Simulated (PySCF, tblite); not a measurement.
**C5H4N3O radical: geometry, infrared bands and EPR parameters**

What infrared bands and EPR parameters should C5H4N3O radical (`[CH]1COc2nncnc21`) show?

Computed with tblite 0.8.0 and PySCF 2.14.0, with density-fitted response routines of our own, on a single molecule in the gas phase. Atoms count from 0, in the outputs and in this text.

## Step 1: The starting structure

13 atoms, charge 0, multiplicity 2; geometry from: force field or distance geometry start.

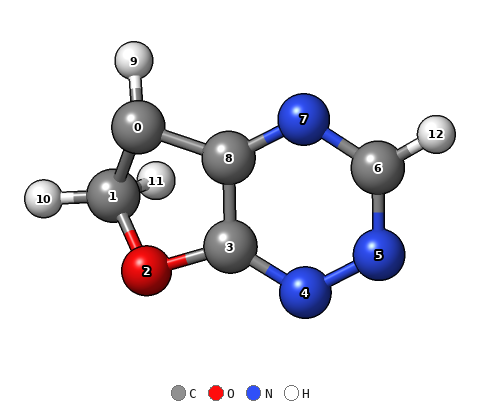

As it starts; carbon grey, oxygen red, nitrogen blue, hydrogen white, atoms numbered.

## Step 2: Geometry optimisation with GFN2-xTB

Job settings and geometry (Å):

```
{"job": {"kind": "relax", "xc": "GFN2-xTB", "basis": "xTB"}, "charge": 0, "multiplicity": 2}
C     -1.344200     0.264200     0.943500
C     -2.005800    -0.188600    -0.379000
O     -1.139700    -1.329400    -0.599900
C      0.146800    -0.828500    -0.436200
N      1.344500    -1.158400    -0.987400
N      2.469400    -0.535700    -0.660300
C      2.403200     0.439800     0.271200
N      1.226400     0.784300     0.863900
C      0.077200     0.155300     0.528300
H     -1.668900     1.274900     1.220600
H     -3.054900    -0.447700    -0.277800
H     -1.759500     0.608600    -1.084100
H      3.301100     0.961700     0.579400
```

Launch:

```sh
OMP_NUM_THREADS=1 python probes_run.py task.json out
```

This one command runs all jobs of the session in turn.

**Question.** This job is followed by: GFN2-xTB harmonic vibrations, gas phase; UKS B3LYP, pcH-1 on C H N O, non-relativistic, mean-field spin-orbit, GIAO. What will the session give for the following? strongest single infrared mode (GFN2-xTB); zero-point energy (GFN2-xTB); g(iso) (B3LYP); ⟨S²⟩; largest a(iso) (averaged by class); surface potential, least and greatest.

As calculated:

| quantity | value |
| --- | --- |
| strongest single infrared mode (GFN2-xTB) | 1124 cm⁻¹, 178 km/mol |
| zero-point energy (GFN2-xTB) | 55.0 kcal/mol |
| g(iso) (B3LYP) | 2.00382 |
| ⟨S²⟩ | 0.776 (exact 0.75) |
| largest a(iso) (averaged by class) | 1H on H10, H11, 99.9 MHz |
| surface potential, least and greatest | -1.91 V and 1.67 V |

In words: The optimisation took 46 steps and gained 1.968 eV; among the close pairs (by a distance rule), C0–C8 changed most, from 1.485 to 1.357 Å. All 33 modes are real, so the xTB geometry is a minimum. The strongest single mode, at 1124 cm⁻¹, is spread over many atoms; the largest shares are those of H12, N4. GFN2-xTB is a fitted tight-binding method: band positions and strengths are rough. Its intensities can rank the bands wrongly. C0 carries the largest spin population, 0.57 e. The isotropic g lies 1.5 ppt above the free-electron value.
